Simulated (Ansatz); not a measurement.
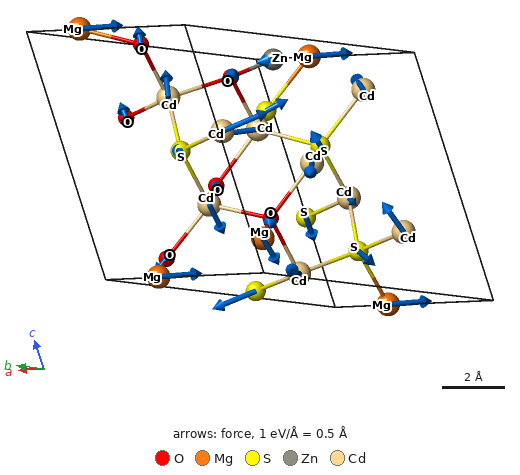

Starting geometry of a crystal of Mg2ZnCd9S6O6 (a generated structure, set up in P1) (coarse preliminary run) with the computed forces as blue arrows. Style: ball-and-stick. Shown: the cell of the calculation, from a free direction.

Case: elements placed on the wurtzite lattice at random.

Theory: DFT PBE, scalar-relativistic, plane waves, PAW (Ansatz 0.2.0). (plane-wave cutoff 420 eV; k-point mesh 2 × 2 × 2; occupations gaussian; smearing width 0.1 eV; mesh shifted by (0.5, 0.5, 0.5); no spin polarisation; cell and atoms relaxed; force threshold 0.04 eV/Å; at most 50 steps)

Question: What follows when this structure is relaxed?

Answer: It isn't relaxed: the largest force vector, on a Cd atom, is 3.74 eV/Å. The final displacements follow the starting forces only in part (cosine between the two patterns 0.84). The largest move relative to the cell is that of a Cd atom, 0.52 Å roughly along [1 −1 −2]. Largest moves by element: Cd 0.52 Å, Mg 0.47 Å, S 0.39 Å, O 0.36 Å, Zn 0.28 Å. The volume changes by +8.7 %, with a 6.425 → 6.521 Å (+1.5 %), b 8.798 → 9.172 Å (+4.3 %), c 8.798 → 8.960 Å (+1.8 %), α 78.5° → 78.9°, β 68.6° → 69.6°, γ 68.6° → 68.8°. Among the contacts that change: Cd–S 3.682 → 3.001 Å, Cd–S 2.311 → 2.652 Å, Cd–S 2.264 → 2.599 Å, Cd–S 2.288 → 2.617 Å. New bonds form: Cd–S (3.68 → 3.00 Å). Among the angles between lasting bonds that change: O–Cd–S 108.7° → 131.9°, O–Cd–S 108.2° → 85.7°, O–Cd–S 110.1° → 130.1°. The space group stays P1 (No. 1). Over 5 accepted moves (6 points after the start) the energy falls by 349 meV per atom. The largest force component goes from 3.2 to 0.037 eV/Å. The pressure goes from 14.98 to 0.21 GPa. At 1 point the geometry stayed and the basis and grid were re-selected for the new cell (energy shift of 3.0 meV per atom at most each time). The run took 51 s on 4 threads of Intel(R) Xeon(R) 6975P-C (Granite Rapids), on a shared host, peak memory 1.8 GiB.
